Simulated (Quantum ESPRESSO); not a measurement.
**InP (F-43m): zone-centre phonons**

Which modes does InP (F-43m) have at the zone centre?

Method: DFT LDA, scalar-relativistic, plane waves, PseudoDojo norm-conserving pseudopotentials, in Quantum ESPRESSO 7.5.

Experimental background.

“Universal growth of ultra-thin III–V semiconductor single crystals” (2020, pmc:7414113) reports for InP, zinc blende, by Raman, 532 nm excitation (bulk InP reference crystal): Raman mode (TO, bulk) 306 cm⁻¹ [bulk reference spectrum shown in the supplement; assignment to TO implied by order].

Most raw output is cut from this account.

The database entry behind the starting cell differs from later determinations by our own check (0.1 to 0.3 % short, probably kX units), so it need not match the best structure at ambient conditions.

### 1. The structure

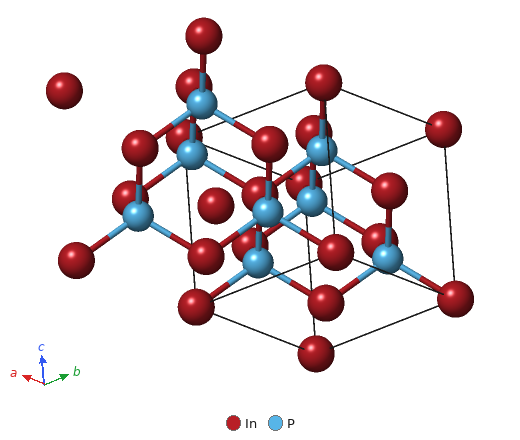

The starting structure, seen from a free direction (indium red, phosphorus blue). 2×1×1 cells are drawn. This picture shows the conventional cell, with its axes. Bonds to atoms that aren't drawn are left out. Some periodic images of atoms are drawn too.

As a file:

```
CELL_PARAMETERS angstrom
-2.93050 0.00000 2.93050
0.00000 2.93050 2.93050
-2.93050 2.93050 0.00000
ATOMIC_POSITIONS crystal
In 0.00000 0.00000 0.00000
P 0.25000 0.25000 0.25000
```

### 2. A first look

Before anything dear is run, a loose run with smearing shows whether this is a metal and how far the cell is from rest.

probe.in reads:

```
&CONTROL
  calculation = 'scf'
  prefix      = 'x'
  outdir      = './tmp'
  pseudo_dir  = './pseudo'
  tprnfor     = .true.
  tstress     = .true.
  verbosity   = 'high'
/
&SYSTEM
  ibrav       = 2
  celldm(1)   = 11.07568482
  nat         = 2
  ntyp        = 2
  ecutwfc     = 77.0
  occupations = 'smearing'
  smearing    = 'gaussian'
  degauss     = 0.01
/
&ELECTRONS
  conv_thr         = 1.0d-07
  mixing_beta      = 0.7
  electron_maxstep = 100
/
ATOMIC_SPECIES
 In    114.8180  In.upf
 P      30.9738  P.upf
ATOMIC_POSITIONS crystal
 In     0.000000000   0.000000000   0.000000000
 P      0.250000000   0.250000000   0.250000000
K_POINTS automatic
 6 6 6 0 0 0
```

Launch:

```console
$ OMP_NUM_THREADS=1 mpirun -n 8 pw.x -nk 8 -in probe.in > probe.out
```

The job ended after 2.5 s (8 MPI ranks of Arm Neoverse V1, shared host; 19 s of CPU time).

This step gave:

```yaml
volume_per_atom: 25.17 Å³
pressure: -1.392 GPa
gap_on_the_k_mesh: 0.4830 eV
```

A gap of 0.48 eV opens on this mesh, so the crystal is taken as an insulator; the start stands at -1.4 GPa.

### 3. Relaxation

The relaxation runs at a cutoff a fifth above that of the response, since stress converges more slowly with the basis than frequencies do. Forces and stress are brought to rest with tight thresholds.

relax.in reads:

```
&CONTROL
  calculation   = 'vc-relax'
  prefix        = 'x'
  outdir        = './tmp'
  pseudo_dir    = './pseudo'
  tprnfor       = .true.
  tstress       = .true.
  forc_conv_thr = 2.0d-05
  etot_conv_thr = 1.0d-07
  nstep         = 40
/
&SYSTEM
  ibrav       = 2
  celldm(1)   = 11.07568482
  nat         = 2
  ntyp        = 2
  ecutwfc     = 92
  occupations = 'fixed'
  nbnd        = 11
/
&ELECTRONS
  conv_thr         = 1.0d-11
  mixing_beta      = 0.7
  electron_maxstep = 100
/
&IONS
/
&CELL
  press_conv_thr = 0.2
/
ATOMIC_SPECIES
 In    114.8180  In.upf
 P      30.9738  P.upf
ATOMIC_POSITIONS crystal
 In     0.000000000   0.000000000   0.000000000
 P      0.250000000   0.250000000   0.250000000
K_POINTS automatic
 10 10 10 0 0 0
```

Launch:

```console
$ OMP_NUM_THREADS=1 mpirun -n 8 pw.x -nk 8 -in relax.in > relax.out
```

It took 33 s on 8 MPI ranks.

Relaxation path:

```
step  energy less that of the first step (eV)  largest force (eV/Å)  pressure (GPa)  volume (Å³)
   1                                   0.0000                0.0000           -1.34        50.33
   2                                  -0.0024                0.0000           -0.89        49.99
   3                                  -0.0041                0.0000           -0.18        49.48
   4                                  -0.0042                0.0000            0.00        49.35
   5                                  -0.0042                0.0000            0.00        49.35
   6                                  -0.0042                0.0000            0.00        49.35
```

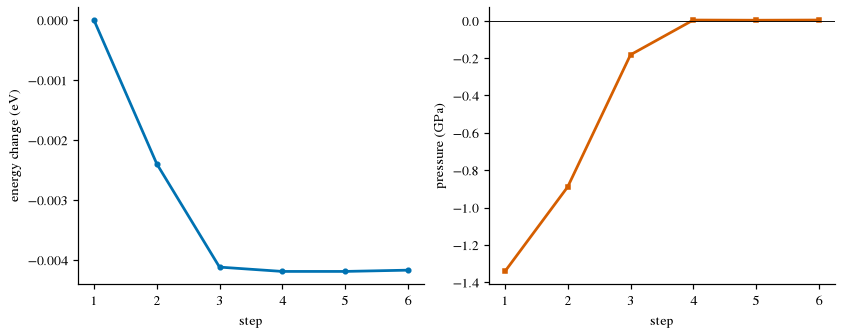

Energy and pressure along the relaxation.

```
conventional cell, symmetrised  before  after  change
                         a (Å)   5.861  5.823  -0.7 %
                         b (Å)   5.861  5.823  -0.7 %
                         c (Å)   5.861  5.823  -0.7 %
              volume (Å³/atom)   25.17  24.67  -2.0 %
```

Final coordinates:

```
CELL_PARAMETERS angstrom
-2.91127 0.00000 2.91127
0.00000 2.91127 2.91127
-2.91127 2.91127 0.00000
ATOMIC_POSITIONS crystal
In 0.00000 0.00000 0.00000
P 0.25000 0.25000 0.25000
```

The last row of the table of steps is pw.x's closing run on a basis chosen anew for the final cell, so its energy can jump.

This step gave:

```yaml
volume_per_atom: 24.67 Å³
pressure: 0.004 GPa
gap_on_the_k_mesh: 0.5949 eV
```

The volume changes by -2.0 % from the cell with which this run began.

### 4. Ground state

Perturbation theory inherits every error of the wavefunctions, so the threshold is set near the limit of the arithmetic. With a gap, occupations are fixed, which also allows the response to an electric field.

scf.in reads:

```
&CONTROL
  calculation = 'scf'
  prefix      = 'x'
  outdir      = './tmp'
  pseudo_dir  = './pseudo'
  tprnfor     = .true.
  tstress     = .true.
/
&SYSTEM
  ibrav       = 2
  celldm(1)   = 11.0029994
  nat         = 2
  ntyp        = 2
  ecutwfc     = 77.0
  occupations = 'fixed'
  nbnd        = 11
/
&ELECTRONS
  conv_thr         = 1.0d-12
  mixing_beta      = 0.7
  electron_maxstep = 100
/
ATOMIC_SPECIES
 In    114.8180  In.upf
 P      30.9738  P.upf
ATOMIC_POSITIONS crystal
 In     0.000000000   0.000000000   0.000000000
 P      0.250000000   0.250000000   0.250000000
K_POINTS automatic
 12 12 12 0 0 0
```

Launch:

```console
$ OMP_NUM_THREADS=1 mpirun -n 8 pw.x -nk 8 -in scf.in > scf.out
```

Elapsed: 10 s, on 8 MPI ranks.

Read from the output:

```yaml
gap_on_the_k_mesh: 0.5952 eV
```

The cell stands at 0.004 GPa, close enough for phonons.

### 5. Linear response at Γ

At q = 0 one unit cell holds all displacements; symmetry groups them into irreducible representations that are solved one by one. The response to a field gives ε∞ and the Born charges, which polar modes need.

ph.in reads:

```
phonons
&INPUTPH
  prefix = 'x'
  outdir = './tmp'
  fildyn = 'g.dyn'
  tr2_ph = 1.0d-18
  epsil  = .true.
/
0.000000000000 0.000000000000 0.000000000000
```

Launch:

```console
$ OMP_NUM_THREADS=1 mpirun -n 8 ph.x -nk 8 -in ph.in > ph.out
```

It took 3.8 min on 8 MPI ranks; 30 min of CPU time.

Numbers from this step:

* miss of the charge sum rule: 0.02249 e
* largest acoustic frequency at the zone centre before the sum rule: 1.67 cm⁻¹
* highest optical zone-centre mode (no LO-TO term): 304.2 cm⁻¹
* lowest optical zone-centre mode: 304.2 cm⁻¹
* mean high-frequency dielectric constant: 13.17
* largest Born charge in size (third of the trace): 2.492 e

Born charge (rows field, columns displacement), before the sum rule (e), principal values of the symmetric part by kind of site:

```
atom  atoms with these values    low  middle   high   mean
 In1                        1   2.47    2.47   2.47   2.47
  P2                        1  -2.49   -2.49  -2.49  -2.49
```

In full for P2:

```
-2.49  0.00  0.00
 0.00 -2.49  0.00
 0.00  0.00 -2.49
```

High-frequency dielectric tensor:

```
13.17  0.00  0.00
 0.00 13.17  0.00
 0.00  0.00 13.17
```

The acoustic modes at Γ come out as far as 1.7 cm⁻¹ from zero, where they should vanish, a small numerical error; the Born charges miss their sum rule by 0.022 e, which is fair.

### 6. Modes with the sum rule

A rigid shift of the crystal must cost nothing, but grids and finite bases break this; the acoustic sum rule is imposed before the matrix is diagonalised again. With Born charges the intensities follow, and the static dielectric tensor.

dynmat.in reads:

```
&INPUT
  fildyn = 'g.dyn'
  asr    = 'simple'
  fileig = 'dynmat.eig'
  lperm  = .true.
/
```

Launch:

```console
$ dynmat.x -in dynmat.in > dynmat.out
```

The job ended after 0.45 s (1 thread).

Numbers from this step:

- mean static dielectric constant: 15.89

Unit eigenvectors of the mass-weighted matrix after the sum rule; no LO-TO term. The modes at Γ (shares of kinetic energy by element, %):

```
mode  frequency (cm⁻¹)  symmetry  In %  P %
   1               0.0  acoustic    79   21
   2               0.0  acoustic    79   21
   3               0.0  acoustic    79   21
   4             304.2        T2    21   79
   5             304.2        T2    21   79
   6             304.2        T2    21   79
```

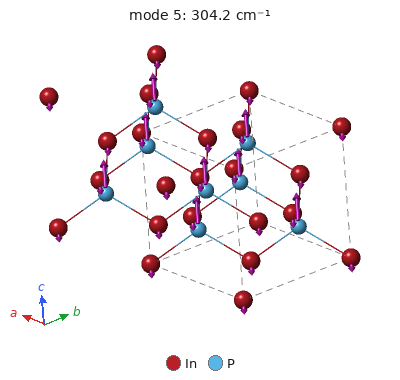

Displacement patterns of mode 5 at Γ; arrows are exaggerated. Bonds to atoms that aren't drawn are left out. 2×1×1 conventional cells are drawn. Some periodic images of atoms are drawn too.

Degenerate modes summed, no LO-TO term. Infrared lines, with heights relative to the strongest:

```
position (cm⁻¹)  lines merged  label  IR intensity, relative
            304             3     T2                     100
```

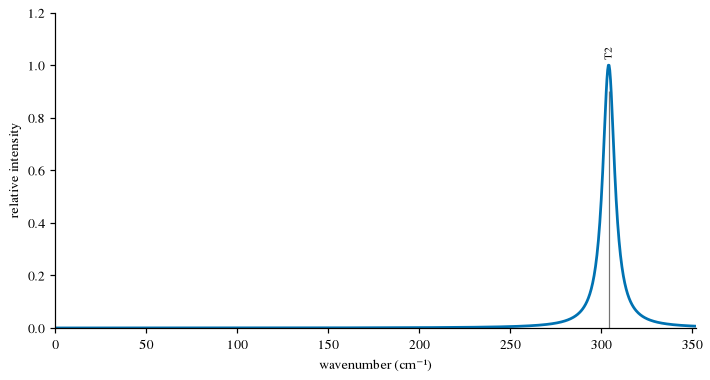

The infrared spectrum, broadened with Lorentzians of width 8 cm⁻¹; bars mark the lines.

Static dielectric tensor (ions relaxed, fixed cell):

```
15.89  0.00  0.00
 0.00 15.89  0.00
 0.00  0.00 15.89
```

The rule moves no optical mode by more than 0.1 cm⁻¹.

### 7. Modes along a direction of q (1 0 0)

A longitudinal polar mode sets up a macroscopic field that stiffens it; the term hangs on the direction from which q goes to zero.

dynmat.in reads:

```
&INPUT
  fildyn = 'g.dyn'
  asr    = 'simple'
  fileig = 'dynmat.eig'
  q(1)   = 1.0
  q(2)   = 0.0
  q(3)   = 0.0
/
```

Launch:

```console
$ dynmat.x -in dynmat.in > dynmat.out
```

It took 0.45 s on 1 thread.

Read from the output:

| Item | Value |
| --- | --- |
| highest mode moved by the LO-TO term | 334.1 cm⁻¹ |

Zone-centre frequencies as printed; negative means imaginary. Modes:

```
mode  frequency (cm⁻¹)
   1                 0
   2                 0
   3                 0
   4             304.2
   5             304.2
   6             334.1
```

The field moves one mode, from 304 to 334 cm⁻¹; the others stay.

### 8. What came out

```yaml
space_group_after_relaxation: F-43m
volume_per_atom: 24.7 Å³
gap_on_the_k_mesh: 0.595 eV
highest_optical_zone_centre_mode_no_lo_to_term: 304.2 cm⁻¹
highest_mode_moved_by_the_lo_to_term_probably_not_converged_in_the_k_mesh: 334.1 cm⁻¹
mean_high_frequency_dielectric_constant_probably_not_converged_in_the_k_mesh: 13.2
largest_born_charge_in_size_third_of_the_trace_probably_not_converged_in_the_k_mesh: 2.49 e
mean_static_dielectric_constant_probably_not_converged_in_the_k_mesh: 15.9
imaginary_optical_modes_at_the_zone_centre_no_q_mesh_in_this_session: none
```

In words: At the LDA level the optical modes of InP (F-43m) at the zone centre (no LO-TO term) lie at 304 cm⁻¹. Along the directions run, the highest mode that the macroscopic field moves lies at 334 cm⁻¹. Lattice motion raises the mean dielectric constant from 13.17 to 15.89. ε∞, the Born charges and what follows from them are probably not converged in the k mesh. The Lyddane-Sachs-Teller relation holds: (ωLO/ωTO)² is 1.21 and ε₀/ε∞ is 1.21. These are harmonic frequencies at zero temperature: anharmonic shifts and linewidths and thermal expansion are left out.

Comparison with the measured values:

| quantity | measured | LDA PseudoDojo norm-conserving, Quantum ESPRESSO |
| --- | --- | --- |
| Raman mode, TO, bulk (cm⁻¹) | 306 | 304 (-0.6 %) |

Measured values from pmc:7414113 (2020).

**Verdict.** The Raman mode is off by -0.6 %: good agreement. The grades are ours: good and fair within 3 and 7 % for the Raman mode. Zero-point motion and thermal expansion are not in the computed Raman mode. Limits of convergence are named above.

[Host names and launcher messages were left out of these logs when they were recorded.]

[Logs are printed without paths, hosts, clocks, repeated set-up lines and the standing remarks that a program may print on its own settings, such as how far it seeks lower states.]

[Hosts, paths, dates, database ids (printed as entryN), source tags and the programs' standing remarks are cut or masked in the printed files.]
